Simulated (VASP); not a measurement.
Energy against volume of CsSnI3 (cubic perovskite). These are optB88-vdW, VASP's PBE PAW potentials (set 64) (plane waves; VASP 6.6.1) values and carry that method's errors.

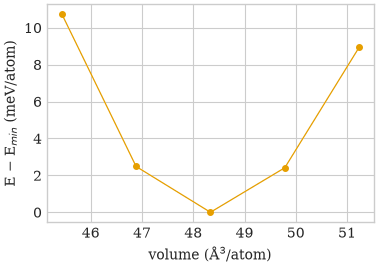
Figure. Energy against volume

Question: Estimate the equilibrium volume and the bulk modulus.

Answer: The minimum lies near 48.3 Å³/atom, and the curvature gives B0 of about 18 GPa.

The compound is CsSnI3 in the cubic perovskite structure, the ideal cubic form; the compound distorts at low or room temperature. It was relaxed first.
